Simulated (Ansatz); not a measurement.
## Geometry relaxation, with input and output: CH7BFNSi (part 2 of 2)

Continued. System: CH7BFNSi, SMILES NC[SiH2]BF. Method: RKS PBE0/def2-SVP (Ansatz 0.2.0). It belongs to a series of runs on one base structure; here: end point A relaxed.

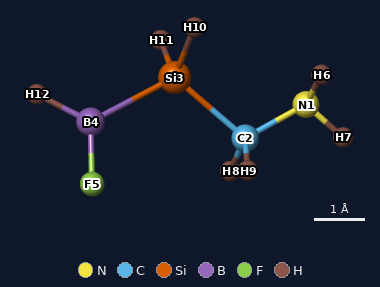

*The geometry at step 19 of the log (ball-and-stick view, seen at a tilt; atoms are numbered from 1 in the order of the input).*

## Trajectory as extended XYZ, continued
```
12
Properties=species:S:1:pos:R:3:forces:R:3 step=10 energy=-13895.35742
N     0.1019    1.6102    1.4277   -0.0055   0.0437   0.0286
C    -0.4991    0.7885    0.3950   -0.0063  -0.0185  -0.0833
Si    0.5451   -0.7682    0.0732    0.0175  -0.0171  -0.0120
B    -0.1566   -1.7838   -1.5548   -0.0877  -0.0692  -0.0857
F    -0.4664   -1.0811   -2.6393    0.0268  -0.0586   0.0952
H     0.9925    1.9910    1.1128   -0.0222  -0.0214   0.0094
H    -0.4904    2.4080    1.6517    0.0122  -0.0012   0.0012
H    -1.4876    0.4335    0.7377    0.0105   0.0144   0.0282
H    -0.6870    1.2917   -0.5801    0.0109  -0.0059   0.0235
H     1.9483   -0.3284   -0.2455   -0.0033  -0.0072   0.0047
H     0.6122   -1.6275    1.2969   -0.0131   0.0041  -0.0334
H    -0.3356   -2.9892   -1.6412    0.0601   0.1371   0.0235
12
Properties=species:S:1:pos:R:3:forces:R:3 step=11 energy=-13895.36395
N     0.1040    1.6091    1.4300    0.0094   0.0120   0.0211
C    -0.5013    0.8035    0.3856    0.0188  -0.0112   0.0315
Si    0.5251   -0.7664    0.0700   -0.0439   0.0176  -0.0196
B    -0.1529   -1.7914   -1.5584   -0.0011   0.1289  -0.0007
F    -0.5936   -1.0986   -2.6008   -0.0073  -0.0426   0.0223
H     1.0098    1.9640    1.1313    0.0097   0.0041   0.0008
H    -0.4682    2.4229    1.6462   -0.0073   0.0089  -0.0007
H    -1.4955    0.4634    0.7273    0.0042  -0.0064  -0.0209
H    -0.6760    1.3187   -0.5841    0.0003  -0.0134  -0.0167
H     1.9393   -0.3521   -0.2297    0.0158   0.0050   0.0008
H     0.5658   -1.6313    1.2884   -0.0046  -0.0097   0.0121
H    -0.1796   -2.9970   -1.6718    0.0061  -0.0934  -0.0300
12
Properties=species:S:1:pos:R:3:forces:R:3 step=12 energy=-13895.32508 accepted=F
N     0.1104    1.6247    1.4580   -0.1337   0.1198  -0.2316
C    -0.4730    0.8154    0.4014   -0.2055   0.1635  -0.1700
Si    0.5020   -0.7337    0.0449    0.5592  -0.4986   0.4503
B    -0.1671   -1.7832   -1.5613    0.0252  -0.2182  -0.3822
F    -0.7556   -1.1698   -2.5795   -0.0391   0.1193   0.0921
H     1.0284    1.9659    1.1719   -0.0651  -0.0403   0.0543
H    -0.4590    2.4558    1.6336    0.0944  -0.1442  -0.0219
H    -1.4660    0.4437    0.7015   -0.1228   0.1286   0.1226
H    -0.6276    1.2832   -0.5959   -0.0557   0.3428   0.1066
H     1.9477   -0.3381   -0.1785   -0.1604  -0.1211  -0.0749
H     0.4809   -1.6296    1.2542    0.0672   0.0185  -0.1167
H    -0.0442   -2.9897   -1.7162    0.0362   0.1298   0.1714
12
Properties=species:S:1:pos:R:3:forces:R:3 step=13 energy=-13895.36707
N     0.1054    1.6135    1.4342    0.0062   0.0128  -0.0182
C    -0.4975    0.8111    0.3849   -0.0069   0.0068   0.0295
Si    0.5135   -0.7638    0.0694    0.0351  -0.0280   0.0155
B    -0.1498   -1.7919   -1.5616   -0.0539  -0.0075  -0.0703
F    -0.6727   -1.1118   -2.5759    0.0312  -0.0889   0.0736
H     1.0189    1.9565    1.1435   -0.0078  -0.0011   0.0089
H    -0.4594    2.4357    1.6403    0.0016  -0.0108  -0.0070
H    -1.4954    0.4741    0.7180   -0.0075   0.0077  -0.0102
H    -0.6633    1.3233   -0.5879   -0.0012   0.0188  -0.0063
H     1.9362   -0.3634   -0.2166   -0.0039  -0.0058   0.0017
H     0.5382   -1.6361    1.2844   -0.0002  -0.0025   0.0008
H    -0.0971   -3.0025   -1.6986    0.0074   0.0983  -0.0180
12
Properties=species:S:1:pos:R:3:forces:R:3 step=14 energy=-13895.36875
N     0.1041    1.6143    1.4395    0.0083   0.0280  -0.0351
C    -0.4937    0.8199    0.3807   -0.0051   0.0167   0.0357
Si    0.5038   -0.7615    0.0673    0.0569  -0.0447   0.0338
B    -0.1503   -1.7935   -1.5638   -0.0644  -0.0531  -0.1346
F    -0.7620   -1.1348   -2.5444    0.0853  -0.1597   0.1401
H     1.0273    1.9438    1.1627   -0.0255  -0.0035   0.0144
H    -0.4522    2.4456    1.6344    0.0150  -0.0277  -0.0083
H    -1.4977    0.4898    0.7016   -0.0147   0.0084  -0.0125
H    -0.6442    1.3353   -0.5927   -0.0075   0.0329  -0.0077
H     1.9345   -0.3780   -0.2062   -0.0162  -0.0073   0.0004
H     0.5125   -1.6375    1.2805    0.0019  -0.0040  -0.0017
H    -0.0049   -2.9987   -1.7255   -0.0341   0.2141  -0.0246
12
Properties=species:S:1:pos:R:3:forces:R:3 step=15 energy=-13895.37051
N     0.1003    1.6139    1.4427    0.0122   0.0509  -0.0221
C    -0.4896    0.8238    0.3770   -0.0086   0.0112   0.0053
Si    0.5041   -0.7609    0.0675    0.0796  -0.0556   0.0216
B    -0.1472   -1.7926   -1.5656    0.0378  -0.2530   0.1363
F    -0.8066   -1.1531   -2.5153   -0.0801   0.0608  -0.1471
H     1.0281    1.9397    1.1759   -0.0375  -0.0073   0.0182
H    -0.4548    2.4479    1.6310    0.0270  -0.0368  -0.0060
H    -1.4991    0.4982    0.6849   -0.0125   0.0048  -0.0046
H    -0.6278    1.3426   -0.5967   -0.0056   0.0258  -0.0051
H     1.9375   -0.3841   -0.2022   -0.0169  -0.0013   0.0116
H     0.5063   -1.6392    1.2799    0.0007   0.0034  -0.0085
H     0.0259   -2.9915   -1.7449    0.0038   0.1972   0.0005
12
Properties=species:S:1:pos:R:3:forces:R:3 step=16 energy=-13895.36283 accepted=F
N     0.1008    1.6159    1.4425    0.0136   0.0569   0.0133
C    -0.4873    0.8302    0.3733    0.0109  -0.0077   0.0018
Si    0.4941   -0.7682    0.0763   -0.1236  -0.0248   0.0545
B    -0.1799   -1.8023   -1.5483    0.5806  -0.3037  -0.0289
F    -0.8690   -1.1783   -2.4822   -0.2898   0.1220  -0.1602
H     1.0347    1.9316    1.1850   -0.0366  -0.0070   0.0127
H    -0.4474    2.4558    1.6233    0.0264  -0.0224   0.0000
H    -1.5052    0.5194    0.6702    0.0093  -0.0053  -0.0011
H    -0.6106    1.3540   -0.6007    0.0042  -0.0166  -0.0031
H     1.9294   -0.4048   -0.1971   -0.0195  -0.0253  -0.0250
H     0.4927   -1.6427    1.2917    0.0005   0.0207   0.0052
H     0.1246   -2.9660   -1.7998   -0.1760   0.2131   0.1310
12
Properties=species:S:1:pos:R:3:forces:R:3 step=17 energy=-13895.37346
N     0.0993    1.6134    1.4439   -0.0019   0.0279  -0.0141
C    -0.4857    0.8282    0.3718    0.0059  -0.0003   0.0017
Si    0.5029   -0.7624    0.0688    0.0390  -0.0148   0.0065
B    -0.1503   -1.7945   -1.5631    0.0189  -0.1285   0.0546
F    -0.8567   -1.1716   -2.4931   -0.0399   0.0255  -0.0598
H     1.0298    1.9374    1.1856   -0.0236  -0.0058   0.0094
H    -0.4545    2.4478    1.6318    0.0160  -0.0195  -0.0037
H    -1.5001    0.5072    0.6688   -0.0038   0.0080   0.0025
H    -0.6130    1.3506   -0.6020   -0.0009   0.0136   0.0002
H     1.9386   -0.3934   -0.1957   -0.0109  -0.0044   0.0079
H     0.4966   -1.6405    1.2812   -0.0010   0.0008  -0.0032
H     0.0701   -2.9776   -1.7639    0.0023   0.0975  -0.0021
12
Properties=species:S:1:pos:R:3:forces:R:3 step=18 energy=-13895.37561
N     0.0970    1.6137    1.4462   -0.0049   0.0027  -0.0030
C    -0.4785    0.8352    0.3643    0.0048  -0.0078  -0.0169
Si    0.5013   -0.7642    0.0696   -0.0057   0.0251  -0.0028
B    -0.1538   -1.7975   -1.5610   -0.0502  -0.0086  -0.0824
F    -0.9394   -1.2033   -2.4522    0.0730  -0.0690   0.0897
H     1.0321    1.9340    1.2020   -0.0123  -0.0051   0.0023
H    -0.4549    2.4496    1.6305    0.0044  -0.0005  -0.0005
H    -1.5008    0.5223    0.6444    0.0156   0.0074   0.0057
H    -0.5887    1.3631   -0.6095    0.0048  -0.0062   0.0125
H     1.9422   -0.4093   -0.1827   -0.0072  -0.0058   0.0007
H     0.4794   -1.6429    1.2816   -0.0041  -0.0015  -0.0003
H     0.1414   -2.9559   -1.7990   -0.0182   0.0694  -0.0050
12
Properties=species:S:1:pos:R:3:forces:R:3 step=19 energy=-13895.37580
N     0.0931    1.6138    1.4494    0.0066   0.0154   0.0036
C    -0.4721    0.8411    0.3582   -0.0139  -0.0125  -0.0456
Si    0.5001   -0.7650    0.0708   -0.0172   0.0330  -0.0143
B    -0.1562   -1.7989   -1.5601   -0.0563  -0.0645  -0.1351
F    -1.0100   -1.2340   -2.4089    0.1336  -0.1083   0.1329
H     1.0341    1.9286    1.2190   -0.0309  -0.0110   0.0056
H    -0.4563    2.4531    1.6258    0.0126  -0.0032   0.0024
H    -1.5019    0.5360    0.6215    0.0390   0.0075   0.0064
H    -0.5650    1.3736   -0.6159    0.0089  -0.0252   0.0304
H     1.9449   -0.4214   -0.1736   -0.0107  -0.0065   0.0027
H     0.4660   -1.6452    1.2824   -0.0061   0.0048  -0.0063
H     0.2003   -2.9370   -1.8346   -0.0656   0.1706   0.0174
12
Properties=species:S:1:pos:R:3:forces:R:3 step=20 energy=-13895.37188 accepted=F
N     0.0847    1.6215    1.4494   -0.0201  -0.0636  -0.0577
C    -0.4672    0.8449    0.3532    0.0937  -0.0782   0.1589
Si    0.5116   -0.7559    0.0671   -0.2318  -0.0848  -0.0290
B    -0.1580   -1.7945   -1.5561    0.0060   0.0034  -0.1021
F    -1.0124   -1.2297   -2.4026    0.0844  -0.1071   0.0897
H     1.0256    1.9285    1.2259    0.1362   0.0782   0.0054
H    -0.4605    2.4626    1.6270   -0.0284   0.0002  -0.0341
H    -1.4834    0.5241    0.6298   -0.1404  -0.0416  -0.0441
H    -0.5672    1.3611   -0.6240   -0.0153   0.1121  -0.0374
H     1.9504   -0.4359   -0.1740    0.1698   0.0591  -0.0137
H     0.4556   -1.6503    1.2640    0.0174  -0.0020   0.0627
H     0.1979   -2.9318   -1.8258   -0.0716   0.1243   0.0013
12
Properties=species:S:1:pos:R:3:forces:R:3 step=21 energy=-13895.37699
N     0.0926    1.6139    1.4496    0.0034   0.0057   0.0016
C    -0.4714    0.8422    0.3571   -0.0035  -0.0130  -0.0236
Si    0.4994   -0.7641    0.0692   -0.0125   0.0261   0.0030
B    -0.1555   -1.7994   -1.5601   -0.0304  -0.0404  -0.0787
F    -1.0164   -1.2417   -2.4029    0.0678  -0.0565   0.0704
H     1.0345    1.9265    1.2217   -0.0142  -0.0049   0.0029
H    -0.4550    2.4544    1.6253    0.0068  -0.0021   0.0004
H    -1.5004    0.5366    0.6206    0.0188   0.0034   0.0025
H    -0.5635    1.3745   -0.6163    0.0039  -0.0100   0.0139
H     1.9448   -0.4231   -0.1724   -0.0028  -0.0033   0.0018
H     0.4614   -1.6442    1.2806   -0.0035   0.0030  -0.0039
H     0.2066   -2.9309   -1.8384   -0.0339   0.0921   0.0099
12
Properties=species:S:1:pos:R:3:forces:R:3 step=22 energy=-13895.37781
N     0.0928    1.6133    1.4493    0.0010   0.0037   0.0035
C    -0.4697    0.8452    0.3534    0.0039  -0.0073  -0.0025
Si    0.4971   -0.7627    0.0683   -0.0004   0.0077   0.0012
B    -0.1542   -1.8001   -1.5608    0.0016   0.0000   0.0009
F    -1.0451   -1.2625   -2.3813   -0.0044  -0.0047  -0.0009
H     1.0370    1.9215    1.2262   -0.0005  -0.0011  -0.0002
H    -0.4510    2.4564    1.6238    0.0003  -0.0007  -0.0004
H    -1.4988    0.5403    0.6147   -0.0025   0.0012  -0.0001
H    -0.5584    1.3793   -0.6187    0.0018  -0.0009   0.0007
H     1.9453   -0.4287   -0.1645    0.0002  -0.0005   0.0026
H     0.4478   -1.6432    1.2791   -0.0011   0.0016  -0.0002
H     0.2344   -2.9140   -1.8554    0.0000   0.0011  -0.0044
12
Properties=species:S:1:pos:R:3:forces:R:3 step=23 energy=-13895.37809
N     0.0920    1.6128    1.4501    0.0010  -0.0020   0.0002
C    -0.4669    0.8482    0.3499    0.0023  -0.0007   0.0059
Si    0.4963   -0.7613    0.0667    0.0049   0.0016   0.0033
B    -0.1533   -1.8006   -1.5622   -0.0247   0.0119   0.0007
F    -1.0792   -1.2848   -2.3584    0.0160  -0.0103   0.0100
H     1.0388    1.9169    1.2332    0.0057   0.0015  -0.0004
H    -0.4489    2.4581    1.6225   -0.0027  -0.0004  -0.0017
H    -1.4980    0.5457    0.6057   -0.0074  -0.0011  -0.0033
H    -0.5492    1.3840   -0.6216   -0.0012   0.0074  -0.0050
H     1.9471   -0.4331   -0.1551    0.0020   0.0009  -0.0016
H     0.4363   -1.6416    1.2773   -0.0010  -0.0050   0.0003
H     0.2622   -2.8996   -1.8740    0.0051  -0.0038  -0.0083
12
Properties=species:S:1:pos:R:3:forces:R:3 step=24 energy=-13895.37597 accepted=F
N     0.0929    1.6126    1.4505    0.0046   0.0017   0.0007
C    -0.4629    0.8547    0.3436   -0.0102   0.0186   0.0082
Si    0.4892   -0.7613    0.0683   -0.0124  -0.0402   0.0300
B    -0.1613   -1.8079   -1.5559    0.0118   0.0755  -0.2036
F    -1.1501   -1.3340   -2.3081    0.1281  -0.1155   0.1344
H     1.0456    1.9063    1.2441   -0.0066  -0.0032  -0.0005
H    -0.4402    2.4641    1.6167   -0.0014  -0.0016  -0.0002
H    -1.4995    0.5610    0.5882    0.0046   0.0003  -0.0031
H    -0.5310    1.3946   -0.6269   -0.0020   0.0006  -0.0055
H     1.9458   -0.4462   -0.1381   -0.0182  -0.0100  -0.0120
H     0.4089   -1.6417    1.2787    0.0052   0.0059   0.0041
H     0.3396   -2.8576   -1.9270   -0.1036   0.0680   0.0474
12
Properties=species:S:1:pos:R:3:forces:R:3 step=25 energy=-13895.37821
N     0.0912    1.6121    1.4511    0.0013   0.0022   0.0015
C    -0.4647    0.8513    0.3466   -0.0030   0.0046   0.0029
Si    0.4950   -0.7607    0.0671    0.0087  -0.0058  -0.0098
B    -0.1535   -1.8013   -1.5616   -0.0296   0.0035  -0.0138
F    -1.1090   -1.3053   -2.3357    0.0324  -0.0193   0.0199
H     1.0406    1.9128    1.2400   -0.0026  -0.0015  -0.0002
H    -0.4473    2.4595    1.6210   -0.0007  -0.0002   0.0004
H    -1.4988    0.5522    0.5954    0.0027   0.0007  -0.0015
H    -0.5396    1.3900   -0.6241    0.0007  -0.0013  -0.0008
H     1.9478   -0.4373   -0.1501   -0.0040  -0.0003   0.0034
H     0.4270   -1.6429    1.2763    0.0006   0.0013   0.0000
H     0.2886   -2.8857   -1.8919   -0.0064   0.0162  -0.0021
12
Properties=species:S:1:pos:R:3:forces:R:3 step=26 energy=-13895.37824
N     0.0910    1.6120    1.4512    0.0003   0.0006   0.0002
C    -0.4643    0.8517    0.3460   -0.0019   0.0039   0.0038
Si    0.4946   -0.7609    0.0669    0.0036  -0.0045   0.0014
B    -0.1550   -1.8022   -1.5608   -0.0022   0.0089  -0.0161
F    -1.1129   -1.3088   -2.3328    0.0113  -0.0107   0.0130
H     1.0408    1.9119    1.2411   -0.0011  -0.0009  -0.0001
H    -0.4470    2.4597    1.6207   -0.0008  -0.0003  -0.0001
H    -1.4987    0.5531    0.5938    0.0002   0.0006  -0.0011
H    -0.5380    1.3906   -0.6247    0.0003  -0.0001  -0.0013
H     1.9475   -0.4381   -0.1487   -0.0021  -0.0012  -0.0017
H     0.4263   -1.6420    1.2771   -0.0008   0.0002  -0.0002
H     0.2928   -2.8823   -1.8958   -0.0069   0.0035   0.0024
12
Properties=species:S:1:pos:R:3:forces:R:3 step=27 energy=-13895.37827
N     0.0904    1.6117    1.4517    0.0000  -0.0006  -0.0006
C    -0.4636    0.8522    0.3454   -0.0008   0.0029   0.0034
Si    0.4951   -0.7607    0.0664    0.0037  -0.0013   0.0011
B    -0.1547   -1.8020   -1.5611   -0.0022   0.0007  -0.0041
F    -1.1167   -1.3118   -2.3295    0.0038  -0.0027   0.0040
H     1.0405    1.9115    1.2430   -0.0001  -0.0002   0.0001
H    -0.4476    2.4596    1.6209   -0.0008  -0.0003  -0.0003
H    -1.4984    0.5537    0.5916   -0.0005   0.0001  -0.0011
H    -0.5359    1.3915   -0.6252    0.0001   0.0009  -0.0015
H     1.9482   -0.4384   -0.1485   -0.0006  -0.0005  -0.0012
H     0.4258   -1.6416    1.2766   -0.0007  -0.0009  -0.0005
H     0.2941   -2.8812   -1.8972   -0.0018   0.0019   0.0006
```

This output came from the following input.

## Input
```yaml
crystal:
  periodic: [false, false, false]
  atoms:
    - { symbol: "N", position_ang: [0.1116, 1.4682, 1.4717] }
    - { symbol: C, position_ang: [-0.5004, 0.7482, 0.3501] }
    - { symbol: Si, position_ang: [0.5438, -0.7383, -0.0184] }
    - { symbol: B, position_ang: [-0.113, -1.7408, -1.476] }
    - { symbol: F, position_ang: [-0.3633, -1.1348, -2.7802] }
    - { symbol: H, position_ang: [0.9404, 1.9918, 1.1262] }
    - { symbol: H, position_ang: [-0.5818, 2.2838, 1.691] }
    - { symbol: H, position_ang: [-1.4761, 0.413, 0.6118] }
    - { symbol: H, position_ang: [-0.5574, 1.4028, -0.5175] }
    - { symbol: H, position_ang: [1.9313, -0.2924, -0.3467] }
    - { symbol: H, position_ang: [0.6359, -1.5902, 1.2138] }
    - { symbol: H, position_ang: [-0.4939, -2.8666, -1.2917] }
basis:
  gaussian: { orbitals: def2-SVP }
hamiltonian:
  xc: pbe0
relax:
  f_tol: 0.015
  max_steps: 40
```

Launch command:
```bash
ansatz run input.yaml --threads 2 --pin off --max-ram 3072MiB --backend cpu --events-out ev --progress --plain --runs-dir out
```

## Summary

```csv
quantity,value
outcome,converged
total energy,−13895.3783 eV
mean-field energy,−13895.3783 eV
largest force (length of the vector) at the end,0.006 eV/Å
hardware,"2 threads of Arm Neoverse V2, 24 GiB of memory available, shared host"
wall time,71 s (CPU time 2.3 min)
peak memory,0.23 GiB
```
